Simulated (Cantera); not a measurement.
Input: 1 mol PbO, 240 mol H₂, 0.74 mol H₂O, equilibrated at 1 atm.

Cantera equilibrium calculation (NASA polynomials, part measured and part estimated; ideal gas, pure solids and liquids). Candidate condensed phases: H₂O, Pb, PbO, PbO₂, Pb₃O₄; 12 gas species. Equilibrium is a limit: real reactors are often held back by kinetics, nucleation or transport.

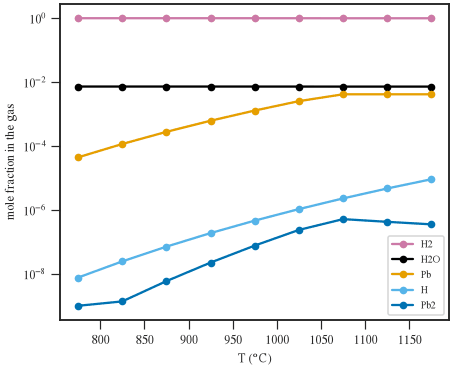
Fig. 1. Equilibrium gas composition (values under 1e-9 drawn at 1e-9)

From 775 °C to 1025 °C the condensed part is Pb(l). From 1075 °C to 1175 °C nothing is condensed. The main Pb-bearing gas is Pb throughout.
